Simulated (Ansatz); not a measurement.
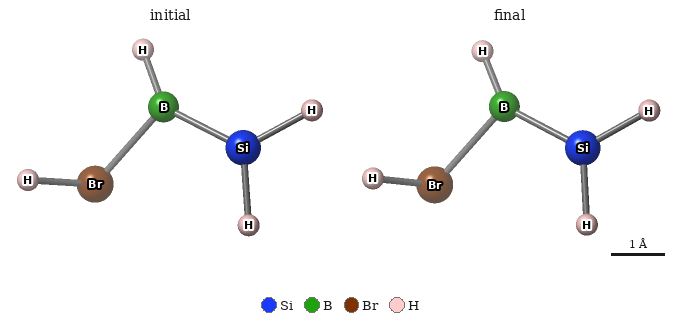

The structure of BSiH4Br before (left) and after (right) a relaxation, at one scale.

Style: ball-and-stick. Shown at a tilt.

It is one of the separated reactants of a reaction.

Method: RKS PBE0-D4/def2-TZVP in Ansatz 0.2.0. Settings: force threshold 0.005 eV/Å; at most 200 steps.

> Describe what moved and what it gained.

The energy falls by 1.00 kcal/mol in 6 accepted moves (7 points after the start). The largest force component goes from 0.62 to 0.003 eV/Å. The line search rejected the trial step at point 6 of the run. An H atom moves most after the best rigid fit: 0.11 Å. Largest moves by element: H 0.11 Å, Si 0.04 Å, B 0.02 Å, Br 0.01 Å. Some distances before and after: Br–H 1.508 → 1.457 Å, B–Si 1.861 → 1.835 Å, B–Br 2.041 → 2.067 Å, B–H 1.208 → 1.186 Å. Among the angles between lasting bonds that change: B–Br–H 111.1° → 107.8°, Si–B–H 138.9° → 141.5°. Cost: 34 s on 2 threads of Arm Neoverse V1 (shared host).
